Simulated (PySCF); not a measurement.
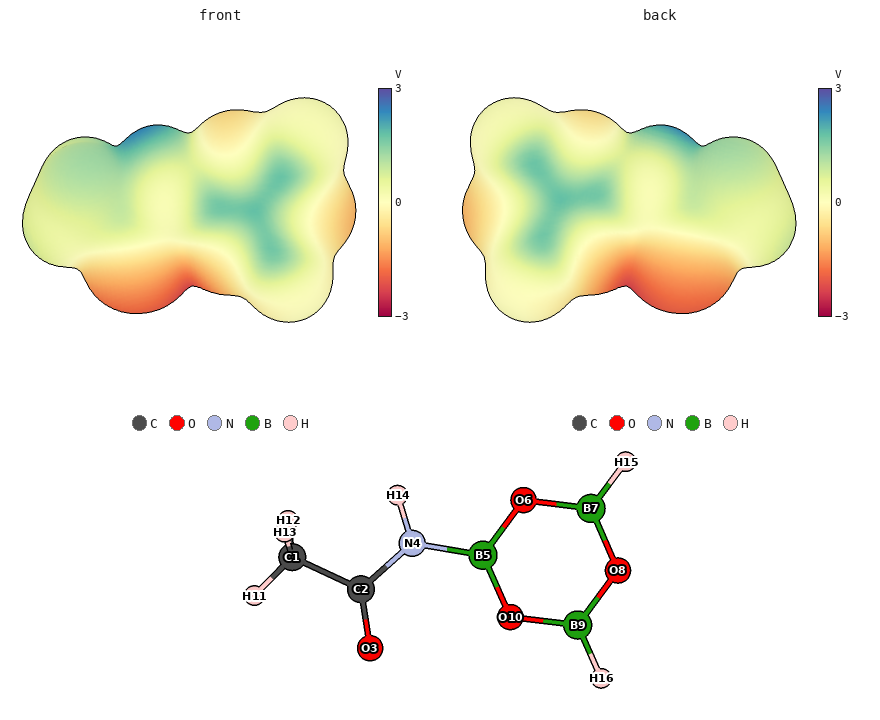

The picture shows: C₂H₆B₃NO₄. The molecular electrostatic potential painted on the density surface at 0.002 e/bohr³, seen from the front and from behind; red is negative and blue positive. The bare structure is drawn below in the same view.

Geometry: GFN2-xTB.

Method: PBE0/pcSseg-1, SCF density, gas phase, non-relativistic (PySCF 2.14.0).

The calculation's input:

```
{"job": {"kind": "nmr", "xc": "PBE0", "basis": "pcSseg-1"}, "charge": 0, "multiplicity": 1}
C     -3.050071     0.193014     0.634964
C     -1.820825     0.302324    -0.241826
O     -1.847544     0.672164    -1.384621
N     -0.660523    -0.071257     0.412176
B      0.679885    -0.097004    -0.095164
O      1.664229    -0.506058     0.775935
B      2.953661    -0.543265     0.349929
O      3.263524    -0.184410    -0.923434
B      2.284976     0.214960    -1.785792
O      0.998042     0.257796    -1.366637
H     -3.924340     0.499803     0.068646
H     -2.943125     0.832714     1.508213
H     -3.178583    -0.834528     0.968066
H     -0.777882    -0.358414     1.373779
H      3.793475    -0.885739     1.088588
H      2.557501     0.516844    -2.880897
```

Run with:

```sh
OMP_NUM_THREADS=1 python probes_run.py task.json out
```

**Describe the electrostatic potential map.**

The most negative region (about −2.2 V) lies over O3 and O10, the most positive (about +2.3 V) over H14.
